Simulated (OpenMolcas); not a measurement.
# Zr²⁺ among point charges: CASSCF levels and susceptibility

Aim: the splitting of the states of Zr²⁺ in the field of 4 point charges, its lowest levels with spin-orbit coupling and its magnetic susceptibility.

Method: state-averaged CASSCF, spin-orbit coupling by RASSI with atomic mean-field integrals. Code: OpenMolcas 26.06.

1 further run of the same task is left out (it didn't finish).

## Step 1: The system

| Property | Result |
| --- | --- |
| Species | Zr²⁺ (zirconium, Z = 40, 38 electrons) |
| Basis | ANO-RCC-VDZP [6s5p3d1f], 43 functions |
| Scalar Hamiltonian | DKH2, point nucleus |
| Inactive shells | 1s 2s 2p 3s 3p 3d 4s 4p |
| Active space | 2 electrons in 5 orbitals (4d) |
| Some configurations of this space | 4d2 |
| Orbitals | optimised for each spin and parity, averaged over all roots |

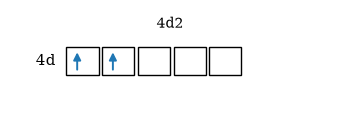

The shells outside the core, filled by Hund's rule for the drawing.

The ion sits among 4 point charges of -1.5 e arranged as a tetrahedron (Td), 1.8 Å from the ion. The active orbitals were held to one l.

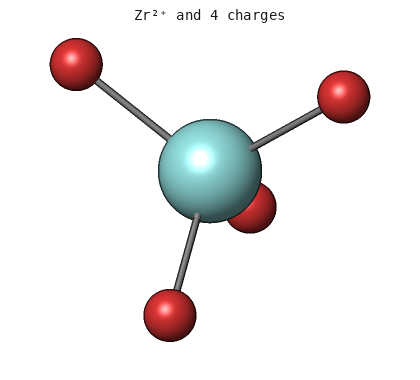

The ion and the point charges (red).

The work runs as a chain of OpenMolcas steps in one folder; each step below is one input file. Labels, J, g values, rates, χT and fits are worked out afterwards by a script from the matrices that RASSI stores.

## Step 2: Basis and integrals

File a.inp:

```
&GATEWAY
Coord
1

Zr 0.0 0.0 0.0
Basis=ANO-RCC-VDZP
Group=NoSym
NoMove
AngMom=0.0 0.0 0.0
AMFI
XField
4 Angstrom 0
1.039230 1.039230 1.039230 -1.500000
1.039230 -1.039230 -1.039230 -1.500000
-1.039230 1.039230 -1.039230 -1.500000
-1.039230 -1.039230 1.039230 -1.500000
&SEWARD
```

The run is started by

```sh
OMP_NUM_THREADS=1 MOLCAS_MEM=1689 MOLCAS_PROJECT=a pymolcas a.inp > a.log
```

The log of the run:

```text
Basis set label: ZR.ANO-RCC...6S5P3D1F.

      Electronic valence basis set:
      ------------------
      Associated Effective Charge  40.000000 au
      Associated Actual Charge     40.000000 au
      Nuclear Model: Point charge

      Shell  nPrim  nBasis  Cartesian Spherical Contaminant
         s      21       6        X
         p      18       5        X
         d      13       3                 X
         f       6       1                 X
                  Relativistic Douglas-Kroll-Hess integrals:
                    - DKH order of Hamiltonian: 2
                    - DKH order of Properties : 0
                  Atomic mean-field integrals
```

## Step 3: CASSCF: triplets, 10 roots

File a.inp:

```
&RASSCF
FileOrb=start.orb
Symmetry=1
Spin=3
nActEl=2 0 0
Inactive=18
Ras2=5
CIRoot=10 10 1
SDav=10
CIMx=300
Iter=120 100
PrWF=0.3
OrbListing=Nothing
MaxOrb=0
SupSym
1
15 10 11 12 13 14 19 20 21 22 23 32 33 34 35 36
>>> COPY $Project.JobIph JOB001
```

start.orb holds the contracted functions of the basis, ordered by shell, or the orbitals of the step before.

The log of the run:

```text
Wave function specifications:
      -----------------------------

      Number of closed shell electrons          36
      Number of electrons in active shells       2
      Max number of holes in RAS1 space          0
      Max nr of electrons in RAS3 space          0
      Number of inactive orbitals               18
      Number of active orbitals                  5
      Number of secondary orbitals              20
      Spin quantum number                      1.0
      State symmetry                             1
Orbital specifications:
      -----------------------

      Symmetry species                           1
                                                 a
      Frozen orbitals                            0
      Inactive orbitals                         18
      Active orbitals                            5
      RAS1 orbitals                              0
      RAS2 orbitals                              5
      RAS3 orbitals                              0
      Secondary orbitals                        20
      Deleted orbitals                           0
      Number of basis functions                 43
      Number of CSFs                            10
      Number of root(s) required                10
      Iter CI   SX   CI       RASSCF       Energy    max ROT     max BLB   max BLB  Level Ln srch  Step   QN
          iter iter root      energy       change     param      element    value   shift minimum  type update
 Nr of preliminary CI iterations:   1
      Total energies have been shifted. Add                -3000.00 au
        1   1    7    0  -598.74296033    0.00E+00   9.59E-02   15  38 1 -9.46E-02*  0.10   0.00    SX    NO
        2   1    6    0  -598.75212309   -9.16E-03*  2.14E-02   15  38 1 -1.36E-02*  0.07   0.00    SX    NO
        3   1    5    0  -598.75250629   -3.83E-04*  3.32E-03   17  27 1  2.67E-03*  0.06   0.00    SX    NO
        4   1    5    0  -598.75252492   -1.86E-05*  1.03E-03   18  28 1  4.90E-04*  0.06   0.00    SX    NO
        5   1    5    0  -598.75252605   -1.13E-06* -1.82E-04   18  28 1  2.06E-04*  0.06   1.23    QN   YES
        6   1    4    0  -598.75252613   -8.20E-08*  2.64E-05   16  29 1  4.82E-05   0.06   0.89    QN   YES
        7   1    3    0  -598.75252613   -2.63E-09   5.42E-06   14  36 1 -2.48E-06   0.06   0.97    QN   YES
      Convergence after  7 iterations
        8   1    3    0  -598.75252613   -1.86E-11   5.42E-06   15  38 1  2.20E-07   0.06   0.97    QN   YES
      Natural orbitals and occupation numbers for root  1
      sym 1:   1.000000   0.000000   1.000000   0.000000  -0.000000
      Natural orbitals and occupation numbers for root  2
      sym 1:  -0.000000   0.680054   0.319946   0.319946   0.680054
      Natural orbitals and occupation numbers for root  3
      sym 1:   0.856703  -0.000000   0.856703   0.143297   0.143297
::    RASSCF root number  1 Total energy:  -3598.85802603
::    RASSCF root number  2 Total energy:  -3598.78028678
::    RASSCF root number  3 Total energy:  -3598.78028678
::    RASSCF root number  4 Total energy:  -3598.78028678
::    RASSCF root number  5 Total energy:  -3598.75442305
::    RASSCF root number  6 Total energy:  -3598.75442305
::    RASSCF root number  7 Total energy:  -3598.75442305
::    RASSCF root number  8 Total energy:  -3598.68770194
::    RASSCF root number  9 Total energy:  -3598.68770194
::    RASSCF root number 10 Total energy:  -3598.68770194
```

## Step 4: CASSCF: singlets, 15 roots

File a.inp:

```
&RASSCF
FileOrb=start.orb
Symmetry=1
Spin=1
nActEl=2 0 0
Inactive=18
Ras2=5
CIRoot=15 15 1
SDav=15
CIMx=300
Iter=120 100
PrWF=0.3
OrbListing=Nothing
MaxOrb=0
SupSym
1
15 10 11 12 13 14 19 20 21 22 23 32 33 34 35 36
>>> COPY $Project.JobIph JOB002
```

The log of the run:

```text
Wave function specifications:
      -----------------------------

      Number of closed shell electrons          36
      Number of electrons in active shells       2
      Max number of holes in RAS1 space          0
      Max nr of electrons in RAS3 space          0
      Number of inactive orbitals               18
      Number of active orbitals                  5
      Number of secondary orbitals              20
      Spin quantum number                      0.0
      State symmetry                             1
Orbital specifications:
      -----------------------

      Symmetry species                           1
                                                 a
      Frozen orbitals                            0
      Inactive orbitals                         18
      Active orbitals                            5
      RAS1 orbitals                              0
      RAS2 orbitals                              5
      RAS3 orbitals                              0
      Secondary orbitals                        20
      Deleted orbitals                           0
      Number of basis functions                 43
      Number of CSFs                            15
      Number of root(s) required                15
      Iter CI   SX   CI       RASSCF       Energy    max ROT     max BLB   max BLB  Level Ln srch  Step   QN
          iter iter root      energy       change     param      element    value   shift minimum  type update
 Nr of preliminary CI iterations:   1
      Total energies have been shifted. Add                -3000.00 au
        1   1    4    0  -598.71485801    0.00E+00  -1.56E-02   20  33 1 -3.51E-03*  0.06   0.00    SX    NO
        2   1    6    0  -598.71518453   -3.27E-04*  2.88E-03   18  29 1 -5.25E-03*  0.05   0.00    SX    NO
        3   1    5    0  -598.71521067   -2.61E-05*  1.44E-03   11  35 1  8.17E-04*  0.05   0.00    SX    NO
        4   1    5    0  -598.71521350   -2.83E-06*  4.46E-04   18  29 1 -5.99E-04*  0.05   0.00    SX    NO
        5   1    5    0  -598.71521385   -3.56E-07*  1.45E-04   18  29 1  1.62E-04*  0.05   0.75    QN   YES
        6   1    4    0  -598.71521391   -5.64E-08*  1.61E-05   18  26 1  1.09E-05   0.05   1.04    QN   YES
        7   1    3    0  -598.71521391   -5.99E-10   2.88E-06   18  26 1  2.92E-06   0.05   1.22    QN   YES
      Convergence after  7 iterations
        8   1    3    0  -598.71521391   -2.27E-11   2.88E-06   18  26 1  9.97E-08   0.05   1.22    QN   YES
      Natural orbitals and occupation numbers for root  1
      sym 1:   0.997456   0.000987   0.997456   0.003385   0.000717
      Natural orbitals and occupation numbers for root  2
      sym 1:   0.997456   0.002405   0.997456   0.000007   0.002676
      Natural orbitals and occupation numbers for root  3
      sym 1:   0.967449   0.021700   0.967449   0.021700   0.021700
::    RASSCF root number  1 Total energy:  -3598.82161794
::    RASSCF root number  2 Total energy:  -3598.82161794
::    RASSCF root number  3 Total energy:  -3598.79116864
::    RASSCF root number  4 Total energy:  -3598.74253530
::    RASSCF root number  5 Total energy:  -3598.74253530
::    RASSCF root number  6 Total energy:  -3598.74253530
::    RASSCF root number  7 Total energy:  -3598.73187889
::    RASSCF root number  8 Total energy:  -3598.73187889
::    RASSCF root number  9 Total energy:  -3598.73187889
::    RASSCF root number 10 Total energy:  -3598.65521030
::    RASSCF root number 11 Total energy:  -3598.65521030
::    RASSCF root number 12 Total energy:  -3598.65477000
::    RASSCF root number 13 Total energy:  -3598.65476999
::    RASSCF root number 14 Total energy:  -3598.65476999
::    RASSCF root number 15 Total energy:  -3598.59583096
```

## Step 5: State interaction with spin-orbit coupling

File a.inp:

```
&RASSI
NrOfJobIphs=2 10 15
1 2 3 4 5 6 7 8 9 10
1 2 3 4 5 6 7 8 9 10 11 12 13 14 15
IphNames
JOB001
JOB002
EJob
SpinOrbit
DIPRint=1.0
SOCoupling=1000.0
Subsets=2
Property=9
'ANGMOM' 1 'ANGMOM' 2 'ANGMOM' 3 'MLTPL  1' 1 'MLTPL  1' 2 'MLTPL  1' 3
'AMFI' 1 'AMFI' 2 'AMFI' 3
SOProperty=3
'ANGMOM' 1 'ANGMOM' 2 'ANGMOM' 3
```

The log of the run:

```text
SPIN-FREE ENERGIES:
  (Shifted by EMIN (a.u.) =      -3598.8580260252)

 SF State       Relative EMIN(au)   Rel lowest level(eV)    D:o, cm**(-1)      L_eff

     1             0.0000000000        0.0000000000              0.0000         3.0
    11             0.0364080852        0.9907144682           7990.6511         2.9
    12             0.0364080852        0.9907144682           7990.6511         2.9
    13             0.0668573856        1.8192821439          14673.5001         3.4
     2             0.0777392422        2.1153925460          17061.7915         3.0
     3             0.0777392422        2.1153925460          17061.7915         3.0
     4             0.0777392422        2.1153925460          17061.7915         3.0
     5             0.1036029769        2.8191806218          22738.2252         2.0
     6             0.1036029769        2.8191806218          22738.2252         2.0
     7             0.1036029769        2.8191806218          22738.2252         2.0
    14             0.1154907206        3.1426626057          25347.2833         2.8
    15             0.1154907206        3.1426626057          25347.2833         2.8
    16             0.1154907206        3.1426626057          25347.2833         2.8
    17             0.1261471323        3.4326383409          27686.0954         4.0
    18             0.1261471323        3.4326383409          27686.0954         4.0
    19             0.1261471323        3.4326383409          27686.0954         4.0
     8             0.1703240892        4.6347545778          37381.8167         2.3
     9             0.1703240892        4.6347545778          37381.8167         2.3
    10             0.1703240892        4.6347545778          37381.8167         2.3
    20             0.2028157274        5.5188970938          44512.9070         3.3
    21             0.2028157274        5.5188970938          44512.9070         3.3
    22             0.2032560302        5.5308783441          44609.5423         3.4
    23             0.2032560302        5.5308783441          44609.5423         3.4
    24             0.2032560302        5.5308783441          44609.5423         3.4
    25             0.2621950656        7.1346912025          57545.1654         1.7
     Dipole printing threshold changed to   1.00000000E+00

++ Dipole transition strengths (spin-free states):
   -----------------------------------------------
     for osc. strength at least  1.00000000E+00

  ( Max oscillator strength is only    2.3636408416317643E-031 )
--
Eigenvalues of complex Hamiltonian:
   -----------------------------------
  (Shifted by EMIN (a.u.) =      -3598.8580260252)

 SO State       Relative EMIN(au)   Rel lowest level(eV)    D:o, cm**(-1)     J-value

     1            -0.0000620152        0.0000000000              0.0000         2.6
     2            -0.0000620152        0.0000000000              0.0000         2.6
     3            -0.0000620152        0.0000000000              0.0000         2.5
     4             0.0362999102        0.9894583977           7980.5202         2.3
     5             0.0362999102        0.9894583977           7980.5202         2.3
     6             0.0667527075        1.8181212270          14664.1366         2.7
     7             0.0769345897        2.0951843558          16898.8015         2.4
     8             0.0773078128        2.1053402728          16980.7145         2.4
     9             0.0773078128        2.1053402728          16980.7145         2.5
    10             0.0773078128        2.1053402728          16980.7145         2.4
    11             0.0780733353        2.1261712027          17148.7273         2.7
    12             0.0780733353        2.1261712027          17148.7273         2.5
    13             0.0780788229        2.1263205271          17149.9316         2.7
    14             0.0780788229        2.1263205271          17149.9316         2.7
    15             0.0780788229        2.1263205271          17149.9316         2.6
    16             0.1035716851        2.8200166469          22744.9682         2.0
    17             0.1035716851        2.8200166469          22744.9682         2.1
    18             0.1035716851        2.8200166469          22744.9682         1.5
    19             0.1035887765        2.8204817268          22748.7193         1.8
    20             0.1036186855        2.8212955922          22755.2836         2.0
    21             0.1036186855        2.8212955922          22755.2836         2.0
    22             0.1036186855        2.8212955922          22755.2836         1.6
    23             0.1037242077        2.8241669977          22778.4430         1.7
    24             0.1037242077        2.8241669977          22778.4430         2.2
    25             0.1154817334        3.1441055712          25358.9216         2.1
    26             0.1154817334        3.1441055712          25358.9216         2.2
    27             0.1154817334        3.1441055712          25358.9216         2.2
    28             0.1261776740        3.4351569418          27706.4092         2.0
    29             0.1261776740        3.4351569418          27706.4092         3.5
    30             0.1261776740        3.4351569418          27706.4092         3.7
    31             0.1699247837        4.6255764418          37307.7900         2.2
    32             0.1699247837        4.6255764418          37307.7900         1.8
    33             0.1699471430        4.6261848706          37312.6973         2.1
    34             0.1699471430        4.6261848706          37312.6973         2.1
    35             0.1699471430        4.6261848706          37312.6973         1.8
    36             0.1707899112        4.6491177594          37497.6636         2.4
    37             0.1707899112        4.6491177594          37497.6636         2.4
    38             0.1707899112        4.6491177594          37497.6636         1.9
    39             0.1711545386        4.6590397784          37577.6900         2.4
    40             0.2028678839        5.5220038661          44537.9648         2.8
    41             0.2028678839        5.5220038661          44537.9648         2.5
Weights of the five most important spin-orbit-free states for each spin-orbit state.

 SO State  Total energy (au)           Spin-free states, spin, and weights
 -------------------------------------------------------------------------------------------------------
    1        -0.000062       1 1.0  0.9993    2 1.0  0.0003    4 1.0  0.0002    3 1.0  0.0001   16 0.0  0.0001
    2        -0.000062       1 1.0  0.9993    2 1.0  0.0003    3 1.0  0.0002    4 1.0  0.0001   15 0.0  0.0001
    3        -0.000062       1 1.0  0.9993    4 1.0  0.0003    3 1.0  0.0003   14 0.0  0.0001   15 0.0  0.0000
    4         0.036300      12 0.0  0.9978    4 1.0  0.0007    2 1.0  0.0006    6 1.0  0.0003    7 1.0  0.0003
    5         0.036300      11 0.0  0.9978    3 1.0  0.0008    2 1.0  0.0005    5 1.0  0.0004    4 1.0  0.0003
    6         0.066753      13 0.0  0.9972    7 1.0  0.0009    5 1.0  0.0009    6 1.0  0.0009    9 1.0  0.0000
    7         0.076935       2 1.0  0.3333    4 1.0  0.3333    3 1.0  0.3333   11 0.0  0.0000    5 1.0  0.0000
    8         0.077308       4 1.0  0.4858    3 1.0  0.4727    2 1.0  0.0391    1 1.0  0.0006    7 1.0  0.0005
    9         0.077308       2 1.0  0.4657    4 1.0  0.4650    3 1.0  0.0668    1 1.0  0.0006    5 1.0  0.0006
   10         0.077308       2 1.0  0.4928    3 1.0  0.4580    4 1.0  0.0467    1 1.0  0.0006    7 1.0  0.0006
   11         0.078073       3 1.0  0.5595    4 1.0  0.2211    2 1.0  0.2135    5 1.0  0.0019    6 1.0  0.0018
   12         0.078073       2 1.0  0.4492    4 1.0  0.4416    3 1.0  0.1033    7 1.0  0.0024   12 0.0  0.0012
```

Time for these steps: 4.4 s (1 thread, shared host).

States without spin-orbit coupling:

| state | degeneracy | E (cm-1) | free-ion L (%) |
| --- | --- | --- | --- |
| 3A2 | 1 | 0 | F (100) |
| 1E | 2 | 7991 | D (62) |
| 1A1 | 1 | 14674 | G (77) |
| 3T2 | 3 | 17062 | F (100) |
| 3T1 | 3 | 22738 | P (58) |
| 1T2 | 3 | 25347 | D (67) |
| 1T1 | 3 | 27686 | G (100) |
| 3T1 | 3 | 37382 | F (58) |
| 1E | 2 | 44513 | G (62) |
| 1T2 | 3 | 44610 | G (67) |
| 1A1 | 1 | 57545 | S (77) |

With spin-orbit coupling:

```csv
E (cm-1),Degeneracy,Label,2S+1
0.0,3,T2,3
7981,2,E,1
14664,1,A1,1
16899,1,A2,3
16981,3,T2,3
17149,2,E,3
17150,3,T1,3
22745,3,T1,3
22749,1,A1,3
22755,3,T2,3
22778,2,E,3
25359,3,T2,1
27706,3,T1,1
37308,2,E,3
37313,3,T2,3
37498,3,T1,3
37578,1,A1,3
44538,2,E,1
44636,3,T2,1
57579,1,A1,1
```

Powder χT (cm³ K/mol): 0.93 at 2 K, 0.93 at 5 K, 0.94 at 10 K, 0.94 at 20 K, 0.94 at 50 K, 0.95 at 100 K, 0.95 at 150 K, 0.96 at 200 K, 0.96 at 250 K, 0.97 at 300 K.

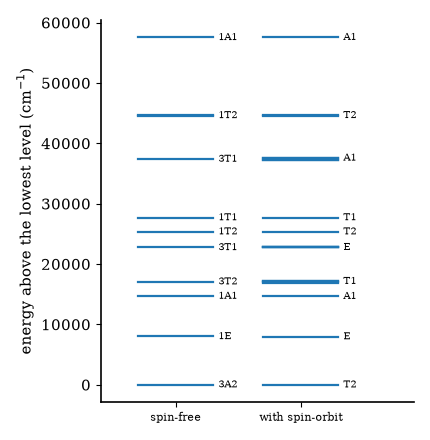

The states in the field without (left) and with (right) spin-orbit coupling.

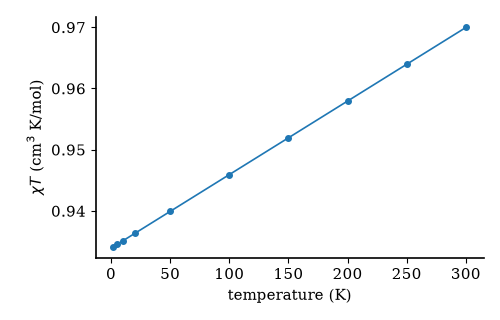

χT against temperature.

## Step 6: What came out

```
                                            quantity                            value
                                              method                           CASSCF
                              spin-free ground state  3A2, 1-fold in its orbital part
first state of the same spin within the active space                3T2 at 17100 cm⁻¹
                                        lowest level                        3-fold T2
                                          next level                      7980.5 cm⁻¹
                                         χT at 300 K                   0.97 cm³ K/mol
                           effective moment at 300 K                          2.79 μB
```

In words: The spin-free ground state (3A2) comes to 100 % from free-ion F terms and keeps the highest spin of the shell. χT at 300 K is 0.97, against 1.00 cm³ K/mol for the spin alone; near agreement at one temperature doesn't show that the orbital moment is quenched. The field of point charges can differ much from that of real complexes. Point charges carry no covalency, so the field is a model and not that of real ligands.
